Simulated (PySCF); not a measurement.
# BH8NOSi: electronic excitations at several levels of theory, part 2 of 2

PySCF 2.14.0. Atoms count from 0.

## (9) Excited states and response: CAM-B3LYP/def2-SVPD

The job: settings as JSON, then the geometry in Å.

```
{"job": {"kind": "uv", "xc": "CAM-B3LYP", "basis": "def2-SVPD", "ip": true}, "charge": 0, "multiplicity": 1}
N      1.737857    -0.422478     0.257261
B      0.368581     0.372367    -0.166746
O     -0.627537    -0.272725     0.653888
Si    -2.238268     0.037712     0.767855
H      2.551092    -0.075558    -0.251315
H      1.629019    -1.420232     0.067469
H      1.902760    -0.313952     1.259486
H      0.265122     0.175426    -1.379938
H      0.601802     1.551555     0.110208
H     -2.817458    -0.898116     1.779675
H     -2.513621     1.442483     1.213540
H     -2.949977    -0.178312    -0.533800
```

Method: TDDFT CAM-B3LYP/def2-SVPD, vertical, gas phase, core orbitals frozen in the response.

What it wrote:

```text
coarse grid: 9824 points
cycle   1  E = -448.7680344844  dE =  1.562e-01  |g| = 7.456e-01  |ddm| = 4.437e+00
cycle   2  E = -448.6511596403  dE =  1.169e-01  |g| = 1.108e+00  |ddm| = 1.900e+00
cycle   3  E = -448.8853998005  dE = -2.342e-01  |g| = 5.305e-02  |ddm| = 1.094e+00
cycle   4  E = -448.8860156822  dE = -6.159e-04  |g| = 1.668e-02  |ddm| = 1.755e-01
cycle   5  E = -448.8860892229  dE = -7.354e-05  |g| = 4.186e-03  |ddm| = 3.779e-02
cycle   6  E = -448.8860934176  dE = -4.195e-06  |g| = 1.422e-03  |ddm| = 9.395e-03
final grid: 88312 points
cycle   7  E = -448.9487820447  dE = -2.316e-05  |g| = 4.266e-03  |ddm| = 5.960e-02
cycle   8  E = -448.9487817944  dE =  2.504e-07  |g| = 4.546e-03  |ddm| = 8.885e-03
cycle   9  E = -448.9487858969  dE = -4.103e-06  |g| = 1.815e-04  |ddm| = 3.805e-03
cycle  10  E = -448.9487859022  dE = -5.248e-09  |g| = 1.782e-04  |ddm| = 6.134e-04
cycle  11  E = -448.9487859083  dE = -6.109e-09  |g| = 3.143e-05  |ddm| = 2.270e-04
cycle  12  E = -448.9487859085  dE = -2.426e-10  |g| = 8.567e-06  |ddm| = 6.149e-05
converged SCF energy = -448.9487859085

Static polarisability (au): isotropic 60.093, principal 56.256 56.928 67.095

Singlet excitations
state   eV       nm        f      main configurations
  1   5.8801    210.9   0.00401   H->L 0.96
  2   6.8236    181.7   0.00004   H->L+1 0.77, H->L+2 0.13
  3   7.3047    169.7   0.07568   H-1->L 0.80
  4   7.5045    165.2   0.01080   H->L+3 0.83
  5   7.5981    163.2   0.05040   H->L+2 0.65, H->L+1 0.16
  6   7.7015    161.0   0.01715   H->L+4 0.85
  7   7.8871    157.2   0.02292   H-1->L+1 0.53, H-1->L+2 0.19
  8   7.9779    155.4   0.05081   H->L+5 0.77, H->L+6 0.10
  9   8.1703    151.7   0.00062   H-2->L 0.59, H-2->L+1 0.18
 10   8.3710    148.1   0.00066   H->L+6 0.46, H-2->L 0.22, H-2->L+1 0.15

Triplet excitations (Tamm-Dancoff, eV): 5.7898 6.5678 7.0647 7.3547
Vertical ionisation energy (delta-SCF) = 9.1816 eV
```

It took 29 s on 1 thread, shared host.

In short: HOMO -8.30 eV, LUMO 0.39 eV; lowest singlet 5.88 eV.

## (10) Excited states and response: wB97X-D/def2-SVPD

The job, as its differences from that of step 9:

```diff
@@ -1,2 +1,2 @@
-{"job": {"kind": "uv", "xc": "CAM-B3LYP", "basis": "def2-SVPD", "ip": true}, "charge": 0, "multiplicity": 1}
+{"job": {"kind": "uv", "xc": "wB97X-D", "basis": "def2-SVPD", "ip": true}, "charge": 0, "multiplicity": 1}
 N      1.737857    -0.422478     0.257261
```

Level: TDDFT wB97X-D/def2-SVPD, vertical, gas phase, core orbitals frozen in the response.

What it wrote:

```text
coarse grid: 9824 points
cycle   1  E = -448.7830034591  dE =  1.543e-01  |g| = 7.422e-01  |ddm| = 4.146e+00
cycle   2  E = -448.7199899753  dE =  6.301e-02  |g| = 9.816e-01  |ddm| = 1.987e+00
cycle   3  E = -448.9009772209  dE = -1.810e-01  |g| = 4.618e-02  |ddm| = 9.474e-01
cycle   4  E = -448.9015683337  dE = -5.911e-04  |g| = 1.279e-02  |ddm| = 1.594e-01
cycle   5  E = -448.9016178648  dE = -4.953e-05  |g| = 3.254e-03  |ddm| = 4.154e-02
cycle   6  E = -448.9016213860  dE = -3.521e-06  |g| = 9.121e-04  |ddm| = 1.248e-02
final grid: 88312 points
cycle   7  E = -448.9608035211  dE = -5.377e-05  |g| = 6.816e-03  |ddm| = 1.636e-01
cycle   8  E = -448.9608057367  dE = -2.216e-06  |g| = 6.210e-03  |ddm| = 3.466e-02
cycle   9  E = -448.9608133546  dE = -7.618e-06  |g| = 4.478e-04  |ddm| = 5.266e-03
cycle  10  E = -448.9608134039  dE = -4.928e-08  |g| = 2.917e-04  |ddm| = 3.523e-03
cycle  11  E = -448.9608134219  dE = -1.802e-08  |g| = 8.040e-05  |ddm| = 9.319e-04
cycle  12  E = -448.9608134236  dE = -1.686e-09  |g| = 1.558e-05  |ddm| = 3.014e-04
cycle  13  E = -448.9608134237  dE = -1.268e-10  |g| = 3.537e-06  |ddm| = 8.276e-05
converged SCF energy = -448.9608134237

Static polarisability (au): isotropic 60.142, principal 56.340 56.904 67.181

Singlet excitations
state   eV       nm        f      main configurations
  1   6.1566    201.4   0.00731   H->L 0.94
  2   6.9088    179.5   0.00000   H->L+1 0.85
  3   7.5809    163.5   0.06924   H-1->L 0.69, H-1->L+1 0.13
  4   7.6732    161.6   0.02385   H->L+3 0.82, H->L+5 0.09
  5   7.7990    159.0   0.04029   H->L+2 0.72
  6   7.9073    156.8   0.01312   H->L+4 0.47, H-1->L+1 0.35
  7   8.0770    153.5   0.04767   H->L+4 0.45, H-1->L+1 0.26, H-1->L 0.14
  8   8.1094    152.9   0.05971   H->L+5 0.78, H->L+3 0.09
  9   8.3824    147.9   0.00002   H-2->L+1 0.46, H-2->L 0.21, H->L+6 0.10
 10   8.6284    143.7   0.01616   H->L+7 0.50, H-1->L+2 0.30

Triplet excitations (Tamm-Dancoff, eV): 6.1233 6.7273 7.3809 7.5848
Vertical ionisation energy (delta-SCF) = 9.1113 eV
```

It took 28 s on 1 thread, shared host.

This run: HOMO -8.77 eV, LUMO 1.41 eV; lowest singlet 6.16 eV.

## (11) Excited states and response: LC-wPBE/def2-SVPD

The job, as its differences from that of step 10:

```diff
@@ -1,2 +1,2 @@
-{"job": {"kind": "uv", "xc": "wB97X-D", "basis": "def2-SVPD", "ip": true}, "charge": 0, "multiplicity": 1}
+{"job": {"kind": "uv", "xc": "LC-wPBE", "basis": "def2-SVPD", "ip": true}, "charge": 0, "multiplicity": 1}
 N      1.737857    -0.422478     0.257261
```

Method: TDDFT LC-wPBE/def2-SVPD, vertical, gas phase, core orbitals frozen in the response.

What it wrote:

```text
coarse grid: 9824 points
cycle   1  E = -448.6397764723  dE =  1.787e-01  |g| = 7.326e-01  |ddm| = 4.209e+00
cycle   2  E = -448.6218445676  dE =  1.793e-02  |g| = 8.606e-01  |ddm| = 1.670e+00
cycle   3  E = -448.7569127678  dE = -1.351e-01  |g| = 5.082e-02  |ddm| = 7.837e-01
cycle   4  E = -448.7577196515  dE = -8.069e-04  |g| = 1.277e-02  |ddm| = 1.892e-01
cycle   5  E = -448.7577694914  dE = -4.984e-05  |g| = 4.028e-03  |ddm| = 4.769e-02
cycle   6  E = -448.7577744044  dE = -4.913e-06  |g| = 1.367e-03  |ddm| = 1.371e-02
final grid: 88312 points
cycle   7  E = -448.8313124570  dE = -2.691e-05  |g| = 3.266e-03  |ddm| = 5.307e-02
cycle   8  E = -448.8313137919  dE = -1.335e-06  |g| = 2.505e-03  |ddm| = 6.416e-03
cycle   9  E = -448.8313150486  dE = -1.257e-06  |g| = 2.941e-04  |ddm| = 2.990e-03
cycle  10  E = -448.8313150768  dE = -2.817e-08  |g| = 1.413e-04  |ddm| = 9.338e-04
cycle  11  E = -448.8313150820  dE = -5.210e-09  |g| = 5.550e-05  |ddm| = 2.400e-04
cycle  12  E = -448.8313150827  dE = -6.967e-10  |g| = 1.269e-05  |ddm| = 9.744e-05
converged SCF energy = -448.8313150827

Static polarisability (au): isotropic 58.612, principal 54.944 55.451 65.439

Singlet excitations
state   eV       nm        f      main configurations
  1   6.7047    184.9   0.01145   H->L 0.88
  2   7.3158    169.5   0.00040   H->L+2 0.61, H->L+1 0.13
  3   8.0192    154.6   0.04212   H-1->L 0.42, H-1->L+2 0.32
  4   8.1279    152.5   0.01248   H->L+3 0.67, H->L+5 0.15
  5   8.2763    149.8   0.04442   H->L+1 0.61, H-2->L+2 0.19
  6   8.3294    148.9   0.04176   H->L+4 0.34, H-1->L+2 0.26, H-1->L 0.15
  7   8.5486    145.0   0.08685   H->L+5 0.35, H->L+6 0.25, H->L+3 0.17
  8   8.6001    144.2   0.05296   H->L+4 0.55, H-1->L 0.20, H-1->L+2 0.09
  9   8.8114    140.7   0.00195   H-2->L+2 0.23, H-2->L+1 0.20, H->L+2 0.11
 10   9.0684    136.7   0.07575   H-1->L+1 0.71

Triplet excitations (Tamm-Dancoff, eV): 6.5397 6.9501 7.5781 7.8456
Vertical ionisation energy (delta-SCF) = 9.3369 eV
```

Wall time 35 s (1 thread, shared host).

This run: HOMO -9.60 eV, LUMO 1.50 eV; lowest singlet 6.70 eV.

## (12) Ultraviolet spectrum: PBE0/6-31G*

The job, as its differences from that of step 11:

```diff
@@ -1,2 +1,2 @@
-{"job": {"kind": "uv", "xc": "LC-wPBE", "basis": "def2-SVPD", "ip": true}, "charge": 0, "multiplicity": 1}
+{"job": {"kind": "uv", "xc": "PBE0", "basis": "6-31G*"}, "charge": 0, "multiplicity": 1}
 N      1.737857    -0.422478     0.257261
```

Method: TDDFT PBE0/6-31G*, vertical, gas phase, core orbitals frozen in the response.

What it wrote:

```text
coarse grid: 9824 points
cycle   1  E = -448.7920251578  dE =  1.507e-01  |g| = 7.390e-01  |ddm| = 2.755e+00
cycle   2  E = -448.5581741322  dE =  2.339e-01  |g| = 1.307e+00  |ddm| = 1.985e+00
cycle   3  E = -448.9073910978  dE = -3.492e-01  |g| = 7.907e-02  |ddm| = 1.411e+00
cycle   4  E = -448.9085849350  dE = -1.194e-03  |g| = 3.240e-02  |ddm| = 9.310e-02
cycle   5  E = -448.9088445870  dE = -2.597e-04  |g| = 7.736e-03  |ddm| = 3.411e-02
cycle   6  E = -448.9088574943  dE = -1.291e-05  |g| = 2.235e-03  |ddm| = 7.223e-03
cycle   7  E = -448.9088586215  dE = -1.127e-06  |g| = 2.898e-04  |ddm| = 1.773e-03
final grid: 88312 points
cycle   8  E = -448.8664133228  dE = -1.699e-05  |g| = 6.509e-03  |ddm| = 1.232e-02
cycle   9  E = -448.8664068734  dE =  6.449e-06  |g| = 8.776e-03  |ddm| = 1.046e-02
cycle  10  E = -448.8664222323  dE = -1.536e-05  |g| = 8.227e-04  |ddm| = 6.194e-03
cycle  11  E = -448.8664223839  dE = -1.516e-07  |g| = 1.623e-04  |ddm| = 8.810e-04
cycle  12  E = -448.8664223885  dE = -4.572e-09  |g| = 6.677e-05  |ddm| = 1.632e-04
cycle  13  E = -448.8664223895  dE = -9.983e-10  |g| = 6.107e-06  |ddm| = 4.980e-05
converged SCF energy = -448.8664223895

Static polarisability (au): isotropic 45.840, principal 42.787 43.145 51.588

Singlet excitations
state   eV       nm        f      main configurations
  1   6.3959    193.8   0.00091   H->L 0.96
  2   6.7766    183.0   0.00031   H->L+1 0.95
  3   7.6821    161.4   0.03918   H-1->L 0.77, H-1->L+1 0.21
  4   8.1062    152.9   0.04959   H-1->L+1 0.67, H-1->L 0.17, H->L+2 0.10
  5   8.2511    150.3   0.00002   H->L+3 0.64, H->L+4 0.14, H->L+2 0.14
  6   8.4424    146.9   0.01694   H->L+2 0.53, H-2->L 0.23, H-2->L+1 0.11
  7   8.4468    146.8   0.01367   H-2->L 0.31, H->L+3 0.25, H->L+2 0.20
  8   8.4973    145.9   0.00243   H->L+4 0.80, H-2->L 0.09
  9   8.7345    141.9   0.05778   H->L+5 0.94
 10   8.8578    140.0   0.00002   H-2->L+1 0.68, H-2->L 0.27

Triplet excitations (Tamm-Dancoff, eV): 6.2332 6.5873 7.3682 7.7812
```

It took 6 s on 1 thread, shared host.

Key values: HOMO -6.52 eV, LUMO 1.16 eV; lowest singlet 6.40 eV.

## (13) TDDFT and polarisability: PBE0/def2-SVP

The job, as its differences from that of step 12:

```diff
@@ -1,2 +1,2 @@
-{"job": {"kind": "uv", "xc": "PBE0", "basis": "6-31G*"}, "charge": 0, "multiplicity": 1}
+{"job": {"kind": "uv", "xc": "PBE0", "basis": "def2-SVP"}, "charge": 0, "multiplicity": 1}
 N      1.737857    -0.422478     0.257261
```

Level: TDDFT PBE0/def2-SVP, vertical, gas phase, core orbitals frozen in the response.

What it wrote:

```text
coarse grid: 9824 points
cycle   1  E = -448.5175620752  dE =  1.304e-01  |g| = 7.263e-01  |ddm| = 3.067e+00
cycle   2  E = -448.2847646851  dE =  2.328e-01  |g| = 1.299e+00  |ddm| = 2.147e+00
cycle   3  E = -448.6292457625  dE = -3.445e-01  |g| = 7.678e-02  |ddm| = 1.555e+00
cycle   4  E = -448.6304282704  dE = -1.183e-03  |g| = 2.991e-02  |ddm| = 1.011e-01
cycle   5  E = -448.6306586641  dE = -2.304e-04  |g| = 7.102e-03  |ddm| = 3.643e-02
cycle   6  E = -448.6306698292  dE = -1.117e-05  |g| = 2.306e-03  |ddm| = 7.537e-03
cycle   7  E = -448.6306709822  dE = -1.153e-06  |g| = 3.029e-04  |ddm| = 1.881e-03
final grid: 88312 points
cycle   8  E = -448.6873015535  dE = -2.181e-05  |g| = 6.964e-03  |ddm| = 1.655e-02
cycle   9  E = -448.6872927833  dE =  8.770e-06  |g| = 9.748e-03  |ddm| = 1.229e-02
cycle  10  E = -448.6873112419  dE = -1.846e-05  |g| = 9.130e-04  |ddm| = 7.708e-03
cycle  11  E = -448.6873114311  dE = -1.891e-07  |g| = 1.757e-04  |ddm| = 1.095e-03
cycle  12  E = -448.6873114366  dE = -5.497e-09  |g| = 6.328e-05  |ddm| = 1.663e-04
cycle  13  E = -448.6873114375  dE = -9.452e-10  |g| = 6.479e-06  |ddm| = 5.585e-05
converged SCF energy = -448.6873114375

Static polarisability (au): isotropic 49.964, principal 46.881 47.568 55.442

Singlet excitations
state   eV       nm        f      main configurations
  1   6.1289    202.3   0.00004   H->L 0.99
  2   6.9515    178.4   0.00007   H->L+1 0.97
  3   7.5290    164.7   0.08914   H-1->L 0.94
  4   7.9801    155.4   0.00063   H->L+2 0.94
  5   8.0585    153.9   0.01082   H->L+3 0.81, H-1->L+1 0.17
  6   8.1570    152.0   0.01978   H-1->L+1 0.77, H->L+3 0.16
  7   8.2327    150.6   0.00811   H->L+4 0.68, H-2->L 0.25
  8   8.2798    149.7   0.00492   H-2->L 0.69, H->L+4 0.28
  9   8.6625    143.1   0.07330   H->L+5 0.93
 10   8.7791    141.2   0.00140   H-2->L+1 0.94

Triplet excitations (Tamm-Dancoff, eV): 6.0459 6.6529 7.2946 7.6654
```

Run time: 7.9 s. Hardware: 1 thread, shared host.

This run: HOMO -6.67 eV, LUMO 0.65 eV; lowest singlet 6.13 eV.

## (14) TDDFT and polarisability: PBE0/def2-TZVP

The job, as its differences from that of step 13:

```diff
@@ -1,2 +1,2 @@
-{"job": {"kind": "uv", "xc": "PBE0", "basis": "def2-SVP"}, "charge": 0, "multiplicity": 1}
+{"job": {"kind": "uv", "xc": "PBE0", "basis": "def2-TZVP"}, "charge": 0, "multiplicity": 1}
 N      1.737857    -0.422478     0.257261
```

Method: TDDFT PBE0/def2-TZVP, vertical, gas phase, core orbitals frozen in the response.

What it wrote:

```text
coarse grid: 9824 points
cycle   1  E = -448.8612805988  dE =  1.405e-01  |g| = 7.850e-01  |ddm| = 2.270e+00
cycle   2  E = -448.5751705362  dE =  2.861e-01  |g| = 1.439e+00  |ddm| = 1.775e+00
cycle   3  E = -448.9827020728  dE = -4.075e-01  |g| = 9.392e-02  |ddm| = 1.350e+00
cycle   4  E = -448.9842635830  dE = -1.562e-03  |g| = 3.913e-02  |ddm| = 8.799e-02
cycle   5  E = -448.9846226753  dE = -3.591e-04  |g| = 9.564e-03  |ddm| = 3.409e-02
cycle   6  E = -448.9846418763  dE = -1.920e-05  |g| = 2.841e-03  |ddm| = 7.364e-03
cycle   7  E = -448.9846435242  dE = -1.648e-06  |g| = 4.473e-04  |ddm| = 1.794e-03
final grid: 88312 points
cycle   8  E = -448.9767601510  dE = -4.970e-05  |g| = 7.133e-03  |ddm| = 2.798e-02
cycle   9  E = -448.9767520148  dE =  8.136e-06  |g| = 9.796e-03  |ddm| = 8.673e-03
cycle  10  E = -448.9767693936  dE = -1.738e-05  |g| = 1.059e-03  |ddm| = 5.158e-03
cycle  11  E = -448.9767696083  dE = -2.147e-07  |g| = 3.074e-04  |ddm| = 9.247e-04
cycle  12  E = -448.9767696259  dE = -1.754e-08  |g| = 8.791e-05  |ddm| = 2.195e-04
cycle  13  E = -448.9767696275  dE = -1.562e-09  |g| = 1.289e-05  |ddm| = 5.205e-05
cycle  14  E = -448.9767696275  dE = -3.843e-11  |g| = 1.643e-06  |ddm| = 1.177e-05
converged SCF energy = -448.9767696275

Static polarisability (au): isotropic 56.676, principal 53.194 53.536 63.298

Singlet excitations
state   eV       nm        f      main configurations
  1   5.7109    217.1   0.00002   H->L 0.99
  2   6.5227    190.1   0.00055   H->L+1 0.98
  3   7.1062    174.5   0.08110   H-1->L 0.94
  4   7.3979    167.6   0.00073   H->L+2 0.96
  5   7.5440    164.3   0.01538   H->L+3 0.88, H-1->L+1 0.10
  6   7.6861    161.3   0.01202   H-1->L+1 0.84, H->L+3 0.10
  7   7.7613    159.7   0.00082   H-2->L 0.89
  8   7.8718    157.5   0.00047   H->L+5 0.64, H->L+4 0.26
  9   7.9862    155.2   0.06449   H->L+4 0.68, H->L+5 0.29
 10   8.2319    150.6   0.03849   H->L+6 0.95

Triplet excitations (Tamm-Dancoff, eV): 5.6228 6.2714 6.8786 7.2488
```

Wall time 18 s (1 thread, shared host).

In short: HOMO -6.85 eV, LUMO 0.03 eV; lowest singlet 5.71 eV.

## (15) Comparing the runs: electronic excitations

Excitations and ground-state properties, with basis size and wall time:

| run | lowest singlet (eV) | brightest (eV) | f | gap (eV) | α (Å³) | μ (D) | functions | time |
| --- | --- | --- | --- | --- | --- | --- | --- | --- |
| HF/def2-SVPD | 7.64 | 9.75 | 0.220 | 12.18 | 8.11 | 5.36 | 151 | 7 s |
| LDA/def2-SVPD | 4.51 | 6.89 | 0.058 | 4.50 | 9.71 | 5.33 | 151 | 18 s |
| PBE/def2-SVPD | 4.48 | 5.75 | 0.055 | 4.47 | 9.49 | 5.35 | 151 | 43 s |
| B3LYP/def2-SVPD | 5.21 | 6.56 | 0.065 | 6.09 | 9.07 | 5.33 | 151 | 24 s |
| PBE0/def2-SVPD | 5.50 | 6.90 | 0.068 | 6.61 | 8.98 | 5.36 | 151 | 25 s |
| BHandHLYP/def2-SVPD | 6.25 | 7.71 | 0.076 | 8.49 | 8.60 | 5.32 | 151 | 25 s |
| CAM-B3LYP/def2-SVPD | 5.88 | 7.30 | 0.076 | 8.69 | 8.90 | 5.33 | 151 | 29 s |
| wB97X-D/def2-SVPD | 6.16 | 7.58 | 0.069 | 10.18 | 8.91 | 5.37 | 151 | 28 s |
| LC-wPBE/def2-SVPD | 6.70 | 8.55 | 0.087 | 11.09 | 8.69 | 5.41 | 151 | 35 s |
| PBE0/6-31G* | 6.40 | 8.73 | 0.058 | 7.68 | 6.79 | 5.54 | 76 | 6 s |
| PBE0/def2-SVP | 6.13 | 7.53 | 0.089 | 7.32 | 7.40 | 5.62 | 100 | 7.9 s |
| PBE0/def2-TZVP | 5.71 | 7.11 | 0.081 | 6.88 | 8.40 | 5.47 | 178 | 18 s |

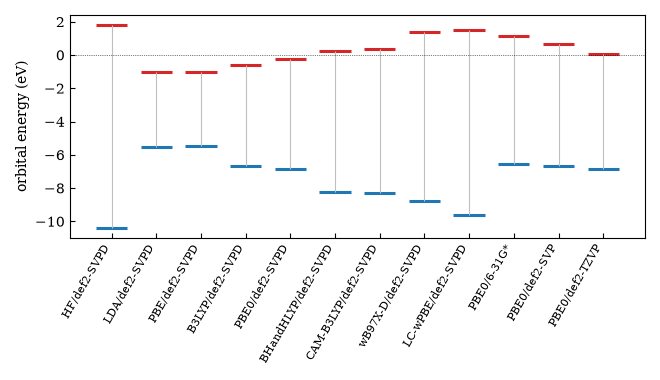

HOMO (blue) and LUMO (red) run by run.

## (16) What came out

The summary covers parts 1 to 2.

```
                                quantity                         value
                             point group                            Cs
    rotational constants (main isotopes)         22.75, 2.38, 2.28 GHz
           lowest singlet (HF/def2-SVPD)   7.64 eV (162 nm), f = 0.030
brightest single state of those computed  state 10, 9.75 eV, f = 0.220
                          lowest triplet                       7.30 eV
       vertical ionisation energy (ΔSCF)                       8.67 eV
             range of the lowest singlet               4.48 to 7.64 eV
```

**Reading.** Single values in the summary come from the first run of each kind that ended normally (HF/def2-SVPD), which need not be the best level. Relaxing lowered the energy by 0.207 eV in 7 steps; the close pair that moved most is O2–Si3, from 1.584 to 1.644 Å. The lowest singlet, at 7.64 eV, is HOMO→LUMO 0.86 and is weak; of the 10 states computed, the strongest absorption comes from state 10 at 9.75 eV (the last computed, so partners may be missing). The lowest triplet lies 0.34 eV below the lowest singlet (triplets in Tamm-Dancoff, singlets in full TDDFT). At HF/def2-SVPD, the highest states lie near or above the ionisation energy, where they hang on the basis. The orbital energy would give 10.39 eV for ionisation, ΔSCF gives 8.67 eV. The lowest singlet runs from 4.48 eV (PBE/def2-SVPD) to 7.64 eV (HF/def2-SVPD), while the orbital gap spans 4.47 to 12.18 eV. The lowest state need not be the same one in every run. The runs solved for a few states only, so the brightest column depends on that window.
